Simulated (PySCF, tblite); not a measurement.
# C₆H₁₃B₂N: geometry, infrared bands and NMR shifts

Aim: predict the infrared bands and NMR shifts of C₆H₁₃B₂N (`NBC1(BC2CC2)CC1`).

The runs use tblite 0.8.0 and PySCF 2.14.0, with density-fitted response routines of our own; the level of theory stands in each step. All values are computed, except where a source is named. Atoms are numbered from 0 throughout.

**1. The starting structure**

22 atoms, charge 0, multiplicity 1; geometry from: force field or distance geometry start.

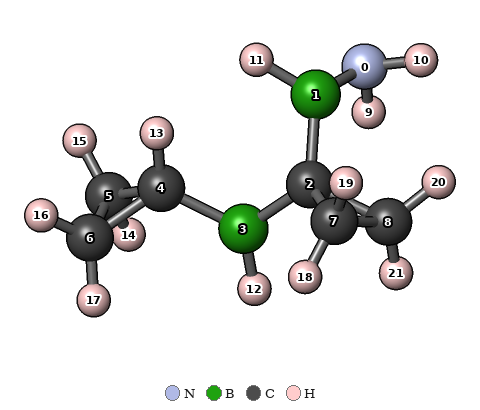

As it starts; nitrogen light blue, boron green, carbon dark grey, hydrogen pink, atoms numbered; sticks join atoms by distance.

**2. Geometry optimisation with GFN2-xTB**

The job: settings as JSON, then the geometry in Å.

```
{"job": {"kind": "relax", "xc": "GFN2-xTB", "basis": "xTB"}, "charge": 0, "multiplicity": 1}
N     -2.272900    -1.595200     1.041600
B     -1.378200    -0.395500     1.338200
C     -0.959600     0.478700     0.099100
B      0.352400     0.082300    -0.689100
C      1.597600    -0.272600     0.241500
C      2.552400    -1.347500    -0.262300
C      2.985300     0.114700    -0.214200
C     -1.282900     1.951600     0.069400
C     -2.158600     0.977900    -0.677600
H     -2.155200    -1.830700     0.029700
H     -3.266300    -1.220700     1.131300
H     -0.504800    -0.621000     2.130600
H      0.398700     0.150400    -1.852000
H      1.456800    -0.236600     1.330400
H      2.383500    -1.711400    -1.276200
H      2.857200    -2.030300     0.560600
H      3.711000     0.406400     0.566900
H      3.150800     0.553300    -1.199200
H     -0.589400     2.530200    -0.576300
H     -1.643900     2.416500     0.998600
H     -3.159600     0.770400    -0.232200
H     -2.084600     0.848500    -1.762200
```

Command:

```
OMP_NUM_THREADS=1 python probes_run.py task.json out
```

This one command runs all jobs of the session in turn.

Log:

```text
step      E/eV     max force
  0    -673.71163    2.799
  1    -674.08689    1.958
  2    -674.33248    0.877
  3    -674.40088    0.730
  4    -674.46105    0.490
  5    -674.49167    0.511
  6    -674.52553    0.613
  7    -674.56166    0.640
  8    -674.61236    0.632
  9    -674.67821    0.730
 10    -674.76582    0.882
 11    -674.87760    1.150
 12    -675.00936    0.972
 13    -675.14502    1.222
 14    -675.18245    1.903
 15    -675.24865    1.947
 16    -675.34284    0.614
 17    -675.37757    0.493
 18    -675.43919    0.578
 19    -675.47662    0.479
 20    -675.49825    0.285
 21    -675.50613    0.234
 22    -675.51308    0.188
 23    -675.51857    0.151
 24    -675.52315    0.119
 25    -675.52598    0.128
 26    -675.52988    0.144
 27    -675.53479    0.190
 28    -675.54013    0.175
 29    -675.54372    0.112
 30    -675.54581    0.107
 31    -675.54768    0.119
 32    -675.55022    0.125
 33    -675.55319    0.120
 34    -675.55577    0.089
 35    -675.55751    0.092
 36    -675.55882    0.077
 37    -675.56009    0.089
 38    -675.56130    0.087
 39    -675.56221    0.065
 40    -675.56286    0.061
 41    -675.56337    0.046
 42    -675.56378    0.052
 43    -675.56408    0.049
 44    -675.56431    0.030
 45    -675.56451    0.027
 46    -675.56469    0.037
 47    -675.56486    0.033
 48    -675.56503    0.028
 49    -675.56521    0.034
 50    -675.56542    0.033
 51    -675.56561    0.035
 52    -675.56577    0.033
 53    -675.56589    0.030
 54    -675.56601    0.028
 55    -675.56614    0.028
 56    -675.56627    0.031
 57    -675.56637    0.025
 58    -675.56647    0.018
 59    -675.56656    0.023
 60    -675.56670    0.031
 61    -675.56689    0.036
 62    -675.56713    0.036
 63    -675.56740    0.039
 64    -675.56772    0.041
 65    -675.56816    0.041
 66    -675.56876    0.069
 67    -675.56938    0.074
 68    -675.56986    0.044
 69    -675.57020    0.039
 70    -675.57053    0.039
 71    -675.57099    0.067
 72    -675.57151    0.068
 73    -675.57192    0.053
 74    -675.57221    0.054
 75    -675.57253    0.051
 76    -675.57302    0.082
 77    -675.57373    0.091
 78    -675.57456    0.069
 79    -675.57539    0.082
 80    -675.57637    0.088
 81    -675.57740    0.135
 82    -675.57766    0.210
 83    -675.58034    0.129
 84    -675.58196    0.074
 85    -675.58341    0.085
 86    -675.58441    0.078
 87    -675.58571    0.095
 88    -675.58714    0.080
 89    -675.58275    0.296
 90    -675.58920    0.083
 91    -675.59005    0.078
 92    -675.59176    0.095
 93    -675.59258    0.046
 94    -675.59312    0.048
 95    -675.59378    0.057
 96    -675.59418    0.059
 97    -675.59489    0.065
 98    -675.59573    0.076
 99    -675.59654    0.069
100    -675.59720    0.053
101    -675.59780    0.062
102    -675.59847    0.049
103    -675.59914    0.052
104    -675.59977    0.050
105    -675.60039    0.053
106    -675.60109    0.060
107    -675.60169    0.063
108    -675.60240    0.059
109    -675.60314    0.071
110    -675.60416    0.077
111    -675.60488    0.067
112    -675.60553    0.056
113    -675.60602    0.049
114    -675.60647    0.048
115    -675.60682    0.054
116    -675.60707    0.036
117    -675.60721    0.023
118    -675.60731    0.021
119    -675.60739    0.022
120    -675.60745    0.025
121    -675.60752    0.019
122    -675.60759    0.013
123    -675.60763    0.013
124    -675.60767    0.013
125    -675.60770    0.013
126    -675.60772    0.010
127    -675.60774    0.010
```

Run time: 1 s. Hardware: 1 thread of Arm Neoverse V1, shared host; peak memory 0.17 GiB.

Relaxation path: (not every step is listed)

| step | energy from step 0 (eV) | largest force (eV/Å) |
| --- | --- | --- |
| 0 | 0.0000 | 2.7990 |
| 1 | -0.3753 | 1.9579 |
| 2 | -0.6209 | 0.8768 |
| 3 | -0.6893 | 0.7304 |
| 4 | -0.7494 | 0.4901 |
| 5 | -0.7800 | 0.5114 |
| 6 | -0.8139 | 0.6127 |
| 7 | -0.8500 | 0.6396 |
| 8 | -0.9007 | 0.6318 |
| 19 | -1.7650 | 0.4790 |
| 30 | -1.8342 | 0.1074 |
| 41 | -1.8517 | 0.0456 |
| 52 | -1.8541 | 0.0334 |
| 63 | -1.8558 | 0.0394 |
| 74 | -1.8606 | 0.0544 |
| 85 | -1.8718 | 0.0847 |
| 96 | -1.8826 | 0.0586 |
| 107 | -1.8901 | 0.0634 |
| 118 | -1.8957 | 0.0206 |
| 122 | -1.8960 | 0.0127 |
| 123 | -1.8960 | 0.0132 |
| 124 | -1.8960 | 0.0133 |
| 125 | -1.8961 | 0.0127 |
| 126 | -1.8961 | 0.0105 |
| 127 | -1.8961 | 0.0096 |

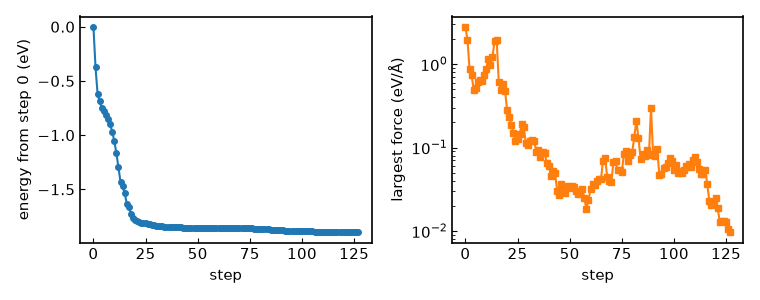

Energy and largest force along the relaxation.

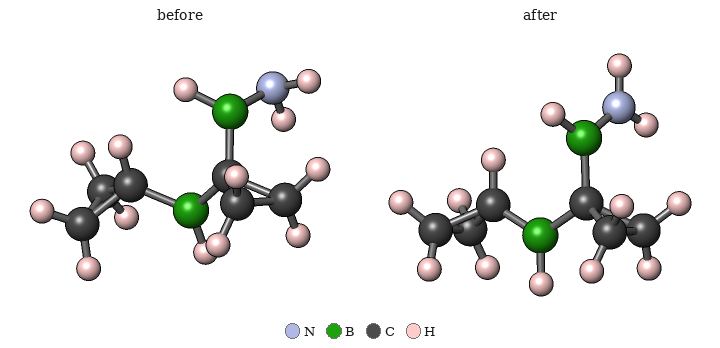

The geometry before (left) and after (right).

Distances of close pairs at the start and the end, largest changes first:

| bond | before (Å) | after (Å) | change (Å) |
| --- | --- | --- | --- |
| N0–B1 | 1.526 | 1.382 | -0.144 |
| N0–H10 | 1.065 | 1.006 | -0.059 |
| B3–C4 | 1.595 | 1.549 | -0.046 |
| C5–C6 | 1.526 | 1.482 | -0.044 |
| N0–H9 | 1.046 | 1.007 | -0.038 |
| C8–H20 | 1.115 | 1.081 | -0.034 |
| C5–H15 | 1.112 | 1.080 | -0.032 |
| C7–H18 | 1.110 | 1.080 | -0.030 |

The end geometry stands in the next job.

**3. Vibrational analysis with GFN2-xTB**

The job: settings as JSON, then the geometry in Å.

```
{"job": {"kind": "ir", "xc": "GFN2-xTB", "basis": "xTB"}, "charge": 0, "multiplicity": 1}
N     -2.113047    -1.263655     1.370248
B     -1.313071    -0.137204     1.396688
C     -0.931545     0.586942     0.044270
B      0.494767     0.391623    -0.539588
C      1.533743    -0.529254     0.146460
C      2.513711    -1.325826    -0.699199
C      3.011947    -0.180354     0.097675
C     -1.556247     1.959562    -0.201332
C     -2.042360     0.798765    -0.982065
H     -2.468271    -1.660330     0.515355
H     -2.386438    -1.788454     2.184184
H     -0.926129     0.250659     2.435641
H      0.797690     0.941224    -1.534962
H      1.232894    -1.032706     1.059994
H      2.453495    -1.216337    -1.771571
H      2.753623    -2.328554    -0.377620
H      3.601937    -0.377611     0.980490
H      3.297711     0.720913    -0.423119
H     -0.964016     2.709675    -0.704465
H     -2.188264     2.357508     0.579350
H     -3.018861     0.399482    -0.747607
H     -1.793680     0.743315    -2.032031
```

Log:

```text
mode    cm-1     km/mol
  1      32.1      4.05
  2      40.6      0.35
  3      54.1      0.91
  4     129.7      1.78
  5     195.4      1.63
  6     210.4      0.13
  7     227.3      0.95
  8     316.3      0.02
  9     320.5      0.11
 10     346.5      0.28
 11     465.0      0.73
 12     580.8      8.05
 13     627.6    181.68
 14     691.8      6.43
 15     733.3     97.38
 16     797.4      0.21
 17     808.7      8.24
 18     823.4     21.73
 19     859.6      7.68
 20     864.4      4.52
 21     873.4      6.02
 22     902.8     10.63
 23     911.5      5.67
 24     920.6     46.14
 25     950.6     16.45
 26     981.6     28.36
 27    1030.8      0.74
 28    1052.9     40.52
 29    1060.3      2.92
 30    1061.5      0.42
 31    1062.8      0.60
 32    1075.7     69.73
 33    1102.7     24.12
 34    1122.1      0.10
 35    1137.9    216.51
 36    1153.3      1.29
 37    1167.0      0.05
 38    1218.2     62.05
 39    1260.1      8.58
 40    1320.5     45.77
 41    1363.7    123.82
 42    1374.4    155.47
 43    1441.4      0.27
 44    1443.1      1.85
 45    1483.1     13.77
 46    1486.1      2.63
 47    1545.1     98.92
 48    2574.8    160.09
 49    2594.2    166.58
 50    3025.8     44.17
 51    3065.1     11.50
 52    3071.3     33.81
 53    3075.1     43.88
 54    3078.4     18.61
 55    3082.0     26.15
 56    3086.7     78.94
 57    3087.5     27.27
 58    3102.5     84.12
 59    3473.5      0.10
 60    3510.0      2.31
```

Wall time 0.89 s (1 thread of Arm Neoverse V1, shared host); peak memory 0.17 GiB.

The strongest bands and the atoms that carry them (share of the mass-weighted mode):

| cm⁻¹ | km/mol | atoms |
| --- | --- | --- |
| 628 | 181.7 | H9 49 %, N0 21 %, H10 17 %, B1 11 % |
| 733 | 97.4 | H12 52 %, B3 37 % |
| 1138 | 216.5 | B3 33 %, H12 16 %, H13 15 % |
| 1364 | 123.8 | C4 36 %, H13 13 % |
| 1374 | 155.5 | B1 52 %, N0 13 % |
| 1545 | 98.9 | H9 39 %, H10 37 %, N0 19 % |
| 2575 | 160.1 | H12 92 % |
| 2594 | 166.6 | H11 92 % |

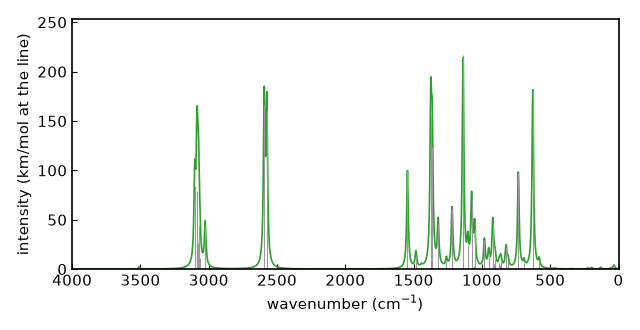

The infrared spectrum from these modes, unscaled. Lines are broadened to a width of 14 cm⁻¹ (Lorentzian).

**4. NMR shieldings: PBE0/pcSseg-1**

The job, as its differences from that of step 3:

```diff
@@ -1,2 +1,2 @@
-{"job": {"kind": "ir", "xc": "GFN2-xTB", "basis": "xTB"}, "charge": 0, "multiplicity": 1}
+{"job": {"kind": "nmr", "xc": "PBE0", "basis": "pcSseg-1"}, "charge": 0, "multiplicity": 1}
 N     -2.113047    -1.263655     1.370248
```

Method: GIAO PBE0/pcSseg-1 NMR shielding, non-relativistic, gas phase.

Log:

```text
coarse grid: 17816 points
cycle   1  E = -340.3179251672  dE =  1.206e+00  |g| = 5.121e-01  |ddm| = 4.035e+00
cycle   2  E = -340.3070257925  dE =  1.090e-02  |g| = 5.784e-01  |ddm| = 1.091e+00
cycle   3  E = -340.3907329399  dE = -8.371e-02  |g| = 5.665e-02  |ddm| = 6.267e-01
cycle   4  E = -340.3913619501  dE = -6.290e-04  |g| = 2.362e-02  |ddm| = 5.995e-02
cycle   5  E = -340.3914849740  dE = -1.230e-04  |g| = 7.331e-03  |ddm| = 2.039e-02
cycle   6  E = -340.3914960229  dE = -1.105e-05  |g| = 2.022e-03  |ddm| = 6.709e-03
cycle   7  E = -340.3914969927  dE = -9.698e-07  |g| = 2.615e-04  |ddm| = 1.707e-03
final grid: 170496 points
cycle   8  E = -340.4388031858  dE = -6.150e-05  |g| = 1.102e-02  |ddm| = 4.089e-02
cycle   9  E = -340.4387897540  dE =  1.343e-05  |g| = 1.359e-02  |ddm| = 2.123e-02
cycle  10  E = -340.4388336372  dE = -4.388e-05  |g| = 8.285e-04  |ddm| = 1.077e-02
cycle  11  E = -340.4388337983  dE = -1.611e-07  |g| = 3.273e-04  |ddm| = 1.092e-03
cycle  12  E = -340.4388338215  dE = -2.315e-08  |g| = 9.053e-05  |ddm| = 3.226e-04
cycle  13  E = -340.4388338233  dE = -1.820e-09  |g| = 1.525e-05  |ddm| = 7.312e-05
cycle  14  E = -340.4388338233  dE = -5.048e-11  |g| = 4.672e-06  |ddm| = 1.842e-05
converged SCF energy = -340.4388338233

GIAO shielding tensors (ppm)
atom      isotropic    diamagn.    paramagn.     s11        s22        s33       span
  0 N      151.594     318.422    -166.828     50.777    193.640    210.365    159.588
  1 B       58.394     196.767    -138.373     13.590     43.328    118.264    104.674
  2 C      166.022     253.384     -87.362    106.193    177.167    214.705    108.512
  3 B       16.756     190.748    -173.992    -62.073     14.779     97.561    159.634
  4 C      171.392     249.498     -78.106    121.222    176.560    216.395     95.173
  5 C      176.702     253.385     -76.683    149.559    178.225    202.322     52.763
  6 C      176.793     254.485     -77.692    149.687    178.116    202.575     52.888
  7 C      173.415     253.235     -79.820    146.547    175.908    197.790     51.243
  8 C      172.600     253.010     -80.410    142.584    178.274    196.941     54.357
  9 H       27.614      33.969      -6.355     23.000     27.068     32.774      9.774
 10 H       27.334      30.072      -2.738     22.707     23.603     35.691     12.984
 11 H       26.315      32.470      -6.155     24.270     26.534     28.141      3.871
 12 H       26.172      33.537      -7.364     20.371     26.979     31.167     10.797
 13 H       30.928      34.651      -3.723     23.785     30.579     38.421     14.636
 14 H       31.023      31.780      -0.756     25.433     27.673     39.963     14.530
 15 H       30.794      30.870      -0.076     25.291     26.860     40.232     14.941
 16 H       30.763      30.756       0.007     25.144     26.813     40.333     15.190
 17 H       30.955      31.640      -0.685     25.204     27.688     39.972     14.768
 18 H       30.723      31.993      -1.270     24.999     27.283     39.886     14.887
 19 H       30.951      31.507      -0.556     25.458     27.771     39.624     14.166
 20 H       30.820      32.261      -1.441     25.173     28.450     38.837     13.664
 21 H       30.858      32.420      -1.562     25.181     27.427     39.964     14.783
```

Run time: 72 s. Hardware: 1 thread of Arm Neoverse V1, shared host; peak memory 1 GiB.

The references, computed at this level on geometries of the same kind, shield at (ppm): 1H TMS 31.72, 13C TMS 186.9, 15N NH3 267.7, 11B BF3·OEt2 100.1. Their shielding less the atom's gives the shift. The references are single molecules in the gas phase, so shifts against H2O, NH3, PH3, H3PO4 or CFCl3 are not on the usual liquid scales and can be off by tens of ppm. Atoms listed in one row are averaged.

| atoms | environment | σ (ppm) | δ (ppm) | δ scaled to CDCl3 |
| --- | --- | --- | --- | --- |
| C2 | three-membered-ring carbon | 166.0 | 20.9 | 18.5 |
| C4 | three-membered-ring carbon | 171.4 | 15.5 | 13.2 |
| C7, C8 | three-membered-ring carbon | 173.0 | 13.9 | 11.7 |
| C5, C6 | three-membered-ring carbon | 176.7 | 10.2 | 8.0 |
| H12 | hydrogen on a boron bonded to 2 C | 26.17 | 5.54 | – |
| H11 | hydrogen on a boron bonded to C, N | 26.32 | 5.40 | – |
| H9, H10 | hydrogen on a nitrogen bonded to B | 27.47 | 4.24 | – |
| H15, H16 | hydrogen on a three-membered-ring carbon | 30.78 | 0.94 | 0.99 |
| H18, H21 | hydrogen on a three-membered-ring carbon | 30.79 | 0.93 | 0.98 |
| H19, H20 | hydrogen on a three-membered-ring carbon | 30.89 | 0.83 | 0.89 |
| H13 | hydrogen on a three-membered-ring carbon | 30.93 | 0.79 | 0.85 |
| H14, H17 | hydrogen on a three-membered-ring carbon | 30.99 | 0.73 | 0.79 |
| N0 | nitrogen bonded to B, 2 H | 151.6 | 116.1 | – |
| B3 | boron bonded to 2 C, H | 16.8 | 83.3 | – |
| B1 | boron bonded to C, N, H | 58.4 | 41.7 | – |

The scaled column applies a straight-line fit of computed shieldings to shifts measured in CDCl3 (root-mean-square error 0.16 ppm for H, 1.9 ppm for C).

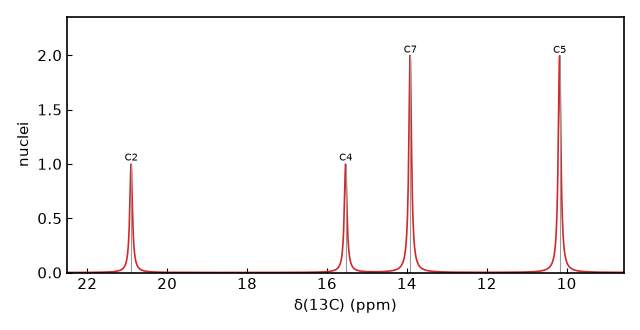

13C lines at the computed shifts, without couplings. Lines are broadened to a width of 0.08 ppm (Lorentzian).

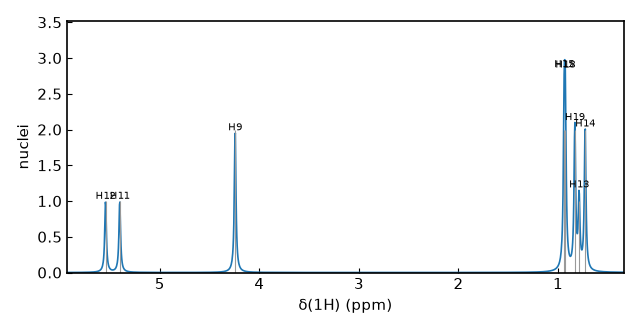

1H lines at the computed shifts, without couplings. Lines are broadened to a width of 0.02 ppm (Lorentzian).

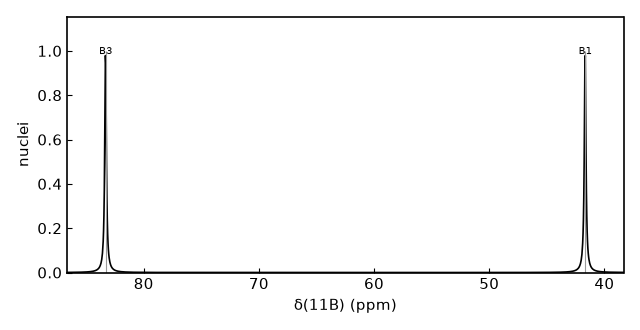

11B lines at the computed shifts, without couplings. Lines are broadened to a width of 0.17 ppm (Lorentzian).

Charges from the same density, by scheme (e):

| atoms | Mulliken | IAO | Hirshfeld | ESP fit |
| --- | --- | --- | --- | --- |
| N0 | -0.44 | -0.52 | -0.23 | -0.91 |
| B1 | 0.33 | 0.12 | 0.13 | 0.49 |
| C2 | -0.71 | -0.25 | -0.13 | -0.22 |
| B3 | 0.53 | 0.14 | 0.15 | 0.24 |
| C4 | -0.50 | -0.27 | -0.11 | -0.21 |
| C5, C6 | -0.20 | -0.27 | -0.08 | -0.30 |
| C7, C8 | -0.17 | -0.26 | -0.08 | -0.29 |

Mulliken charges:

N0 -0.44; B1 0.33; C2 -0.71; B3 0.53; C4 -0.50; C5 -0.20; C6 -0.20; C7 -0.16; C8 -0.17; H9 0.18; H10 0.19; H11 0.01; H12 -0.02; H13 0.14; H14 0.13; H15 0.13; H16 0.13; H17 0.13; H18 0.13; H19 0.13; H20 0.12; H21 0.12

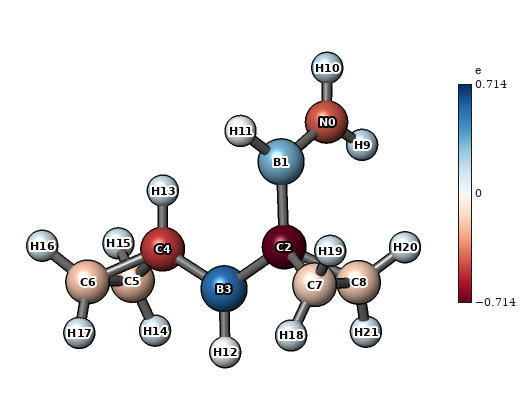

Mulliken charges, as colours on the atoms.

Mayer bond orders: N0–B1 1.39, B1–C2 0.91, C2–B3 0.96, B3–C4 0.98, C4–C5 0.93, C5–C6 1.00, C2–C7 0.92, C7–C8 0.98, C8–C2 0.93, C6–C4 0.93.

Ring of atoms C2, C7, C8: NICS(0) -43.3, NICS(1) -8.0, NICS(1)zz -22.9 ppm (means of both faces).

In rings of three or four atoms NICS is ruled by the nearby σ bonds, so it says little on aromaticity.

Ring of atoms C4, C5, C6: NICS(0) -43.6, NICS(1) -7.9, NICS(1)zz -23.3 ppm (means of both faces).

In rings of three or four atoms NICS is ruled by the nearby σ bonds, so it says little on aromaticity.

The fields below are evaluated on a grid from the run's orbitals.

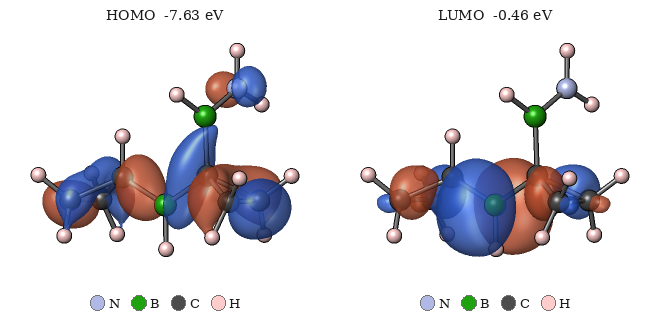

Frontier orbitals at PBE0/pcSseg-1; each surface holds 70 % of the orbital's density, blue and red mark the sign.

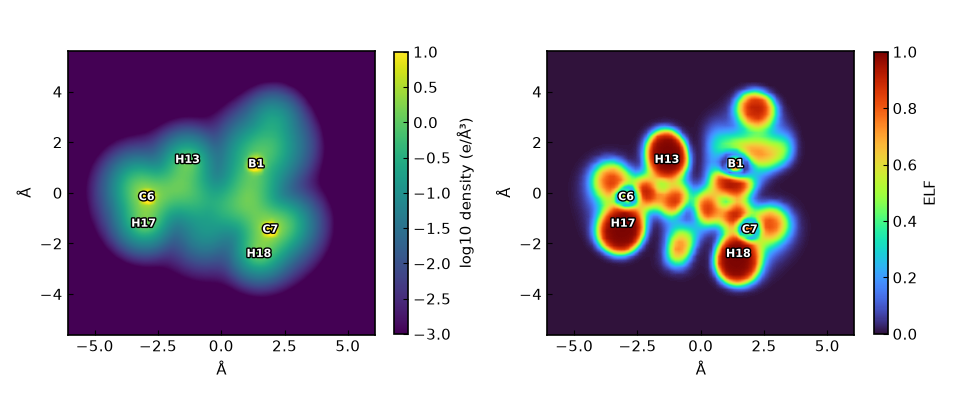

Density (left) and ELF (right) in a plane through or near 6 of the atoms.

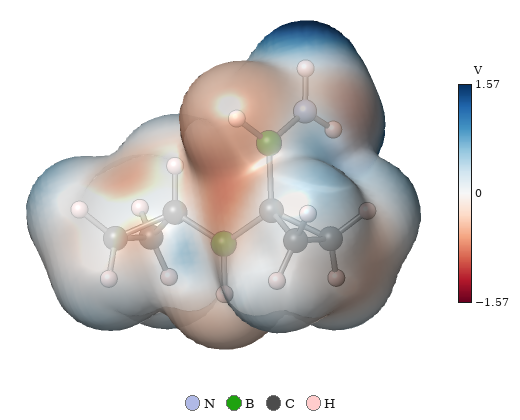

The potential that a unit positive charge feels on the 0.002 e/bohr³ surface, from -0.69 to 1.57 V.

**5. What came out**

| quantity | value |
| --- | --- |
| strongest single infrared mode (GFN2-xTB) | 1138 cm⁻¹, 217 km/mol |
| zero-point energy (GFN2-xTB) | 115.0 kcal/mol |
| 13C shifts against TMS (PBE0/pcSseg-1, means over atoms taken as alike) | 20.9, 15.5, 13.9, 10.2 ppm |
| 1H shifts against TMS (PBE0/pcSseg-1, means over atoms taken as alike) | 5.54, 5.40, 4.24, 0.94, 0.93, 0.83, 0.79, 0.73 ppm |
| 15N shifts against NH3 (PBE0/pcSseg-1) | 116.1 ppm |
| 11B shifts against BF3·OEt2 (PBE0/pcSseg-1) | 83.3, 41.7 ppm |
| surface potential, least and greatest | -0.69 V and 1.57 V |

The optimisation took 127 steps and gained 1.896 eV; among the close pairs (by a distance rule), N0–B1 changed most, from 1.526 to 1.382 Å. All 60 modes are real, so the xTB geometry is a minimum. The strongest single mode, at 1138 cm⁻¹, has its largest shares on B3, H12 and H13 (the list is cut at 3 atoms). GFN2-xTB is a fitted tight-binding method: band positions and strengths are rough. Its intensities can rank the bands wrongly. At PBE0/pcSseg-1, counted by nearest atom on the grid, the HOMO lies on C2, C7, C8 about 14 % each; C4 10 %, the LUMO on B3 48 %; H12 10 %.
